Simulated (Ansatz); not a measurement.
# C2H6NSi: rigid scan of one bond length, by script

How does the energy of C2H6NSi change as one bond is stretched? The task is a rigid scan of one bond length, for C2H6NSi. SMILES: C=C[N][SiH3].

Program: the Python package of Ansatz 0.2.0. Level of theory: B3LYP/cc-pVDZ. These are calculated values, not measurements.

## Step 1: Starting point

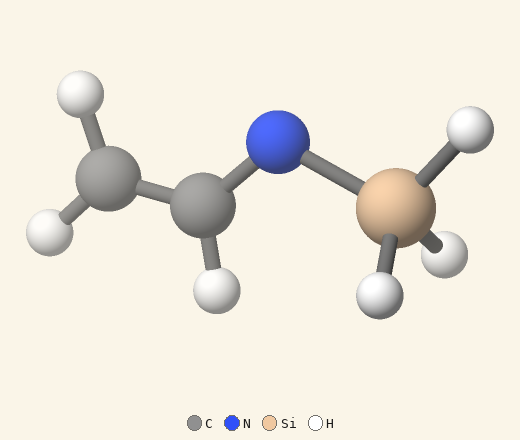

The starting structure, viewed from a chosen angle; carbon grey, nitrogen blue, silicon light orange, hydrogen white.

No structure file is read: the coordinates are typed or built in the script.

## Step 2: Script

Input file scan.py:

```python
'''Stretching a bond of C2H6NSi, the rest held rigid.'''

import ansatz as az
from ase import Atoms
import numpy as np

atoms = Atoms(['C', 'C', 'N', 'Si', 'H', 'H', 'H', 'H', 'H', 'H'], positions=[
    (-0.4698, 2.0189, -0.1088),
    (-0.2014, 0.7798, 0.1204),
    (-0.0162, -0.1902, -0.8039),
    (0.4952, -1.7592, -0.1391),
    (-0.629, 2.4042, -1.1592),
    (-0.6689, 2.7827, 0.6869),
    (-0.0914, 0.5789, 1.199),
    (0.6658, -2.716, -1.2558),
    (-0.6753, -2.2555, 0.7728),
    (1.674, -1.6949, 0.6907),
])
mol = az.Crystal.molecule_from_ase(atoms)

symbols = [site.symbol for site in mol.cartesian_sites]
start = np.array([site.position_ang for site in mol.cartesian_sites])
axis = (start[7] - start[3]) / np.linalg.norm(start[7] - start[3])
moving = [7]
lengths, energies = [1.303, 1.362, 1.421, 1.48, 1.54, 1.599, 1.658, 1.747], []
for length in lengths:
    xyz = start.copy()
    xyz[moving] += (length - np.linalg.norm(start[7] - start[3])) * axis
    point = az.Crystal.molecule()
    for symbol, place in zip(symbols, xyz):
        point = point.atom(symbol, place.tolist())
    job = (
        point.calculation()
        .basis(gaussian='cc-pVDZ')
        .functional('B3LYP')
        .spin('collinear', total=1)
    )
    summary = job.run().report
    energies.append(summary['free_energy_ev'])
    print(f'r = {length:6.3f} A  E = {energies[-1]:.5f} eV  <S^2> = {abs(summary["mean_field"]["state"]["spin_squared"]):.3f}')

# quartic fit about the minimum
fit = np.polynomial.Polynomial.fit(lengths, np.array(energies) - min(energies), 4).convert()
roots = [r.real for r in fit.deriv().roots() if abs(r.imag) < 1e-9 and fit.deriv(2)(r.real) > 0]
r_e = min(roots, key=lambda r: abs(r - lengths[int(np.argmin(energies))]))
print(f'minimum of the fit at {r_e:.4f} A, force constant {fit.deriv(2)(r_e):.2f} eV/A^2')
```

## Step 3: The input behind the calls

The package turns the script's settings into the engine's input (first run):

```yaml
crystal:
  periodic: [false, false, false]
  atoms:
    - { symbol: C, position_ang: [-0.4698, 2.0189, -0.1088] }
    - { symbol: C, position_ang: [-0.2014, 0.7798, 0.1204] }
    - { symbol: "N", position_ang: [-0.0162, -0.1902, -0.8039] }
    - { symbol: Si, position_ang: [0.4952, -1.7592, -0.1391] }
    - { symbol: H, position_ang: [-0.629, 2.4042, -1.1592] }
    - { symbol: H, position_ang: [-0.6689, 2.7827, 0.6869] }
    - { symbol: H, position_ang: [-0.0914, 0.5789, 1.199] }
    - { symbol: H, position_ang: [0.6453563967105174, -2.601343261269772, -1.1219818769439318] }
    - { symbol: H, position_ang: [-0.6753, -2.2555, 0.7728] }
    - { symbol: H, position_ang: [1.674, -1.6949, 0.6907] }
basis:
  gaussian:
    orbitals: cc-pVDZ
hamiltonian:
  xc: b3lyp
magnetization:
  spin_polarized: true
  initial_magnetization: 1.0
```

## Step 4: Launch

The run is started by

```bash
python scan.py
```

Log:

```text
r =  1.303 A  E = -11537.47264 eV  <S^2> = 0.772
r =  1.362 A  E = -11537.70781 eV  <S^2> = 0.772
r =  1.421 A  E = -11537.83766 eV  <S^2> = 0.772
r =  1.480 A  E = -11537.88439 eV  <S^2> = 0.772
r =  1.540 A  E = -11537.86509 eV  <S^2> = 0.772
r =  1.599 A  E = -11537.79509 eV  <S^2> = 0.772
r =  1.658 A  E = -11537.68632 eV  <S^2> = 0.772
r =  1.747 A  E = -11537.46940 eV  <S^2> = 0.772
minimum of the fit at 1.4904 A, force constant 17.93 eV/A^2
```

Wall time 50 s (1 thread of Arm Neoverse V1, shared host); peak memory 0.28 GiB.

## Step 5: Inputs of later runs

The engine's inputs for some of the other runs:

Run 4, against run 1:

```diff
@@ -11 +11 @@
-    - { symbol: H, position_ang: [0.6453563967105174, -2.601343261269772, -1.1219818769439318] }
+    - { symbol: H, position_ang: [0.6657536969543866, -2.715740312109948, -1.25549691318267] }
```

Run 5, against run 1:

```diff
@@ -11 +11 @@
-    - { symbol: H, position_ang: [0.6453563967105174, -2.601343261269772, -1.1219818769439318] }
+    - { symbol: H, position_ang: [0.6726680360201049, -2.754518973411703, -1.3007562475008865] }
```

Run 6, against run 1:

```diff
@@ -11 +11 @@
-    - { symbol: H, position_ang: [0.6453563967105174, -2.601343261269772, -1.1219818769439318] }
+    - { symbol: H, position_ang: [0.6794671361013946, -2.7926513236917616, -1.3452612595804658] }
```

Lines on the test bed's own set-up are left out of the output.

## Step 6: The runs side by side

The 8 runs, in the order started:

```csv
run,distance (Å),energy from run 4 (eV),<S²>,SCF cycles,CPU time (s)
1,1.30,0.4118,0.77,28,6.5
2,1.36,0.1766,0.77,28,6.2
3,1.42,0.0467,0.77,28,6.1
4,1.48,0.0000,0.77,28,6.1
5,1.54,0.0193,0.77,28,6.2
6,1.60,0.0893,0.77,28,6.2
7,1.66,0.1981,0.77,28,6.2
8,1.75,0.4150,0.77,28,6.3
```

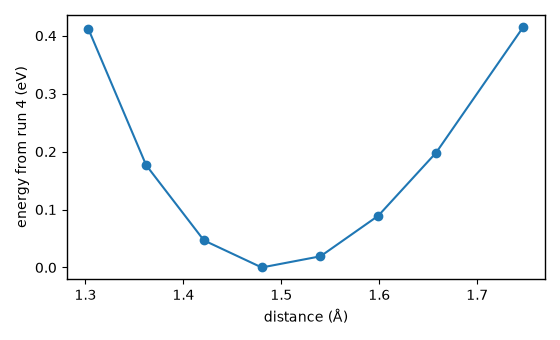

Energy against distance; lines join the points.

## Step 7: Summary of results

| quantity | value |
| --- | --- |
| bond length at the fit's minimum | 1.4904 Å |
| runs compared | 8 |
| range of energy | 0.415 eV |
| lowest point, distance (Å) | 1.48 |

**Reading.** The curve has its lowest point inside the range, at 1.48. The ends stand 0.412 and 0.415 eV above it. The distance scanned is the script's pair 3, 7. Notes:
- The rest of the molecule is held rigid at a force-field or estimated start geometry, and the basis set is modest; single-reference methods fail as a bond breaks.
- The species is open-shell (spin multiplicity 2).
- b3lyp holds the VWN-RPA fit, as in Gaussian; the form of ORCA and Turbomole is b3lyp5.
